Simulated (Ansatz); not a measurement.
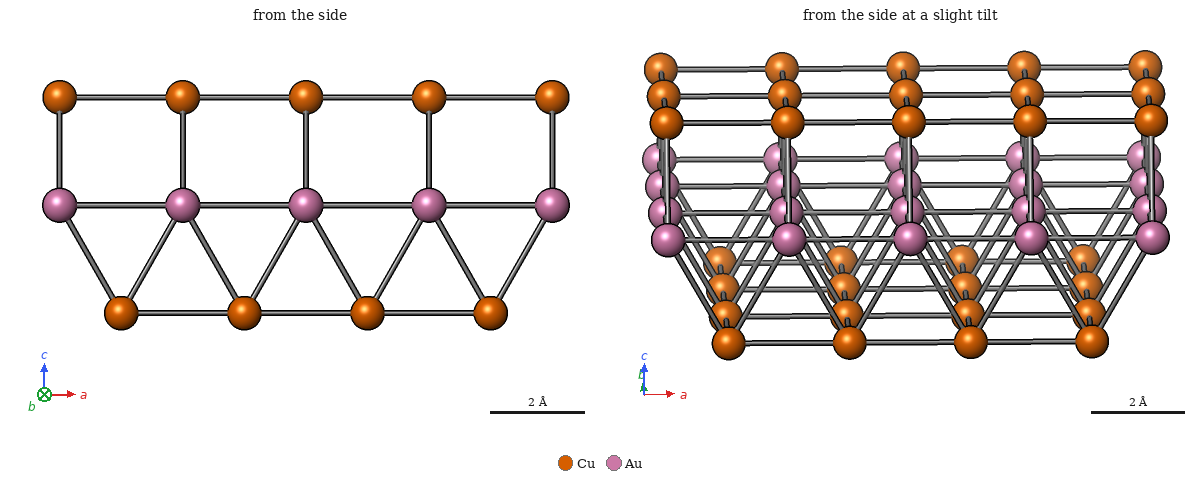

A ball-and-stick picture of a periodic slab, seen from the side and from the side at a slight tilt. The surface normal points up in side views; the vacuum is left out. 4×3 cells are drawn in the plane, with atoms at the edges repeated.

The cell holds 2 Cu, 1 Au.

Question: Name the terminations.

Answer: The top face ends in Cu, the bottom face in Cu. The two faces are alike.

Question: Give the thickness from the bottom atom to the top atom.

Answer: About 4.6 Å from the lowest to the highest atom.

Question: What is the stacking of atomic planes, top to bottom?

Answer: Three planes: Cu / Au / Cu.

Question: Describe the bonded network.

Answer: Around each Cu lie four Cu and two Au (about 2.6 Å to Cu, 2.7 Å to Au). The Au atoms are each bonded to four Cu and four Au (about 2.7 Å to Cu, 2.6 Å to Au). The bonds build Cu2Au layers parallel to the surface.

The structure comes from a structure type filled with these elements by a generator (whether the compound takes this form wasn't checked). The structure drawn was relaxed with Ansatz, DFT PBE, scalar-relativistic, plane waves, PAW.
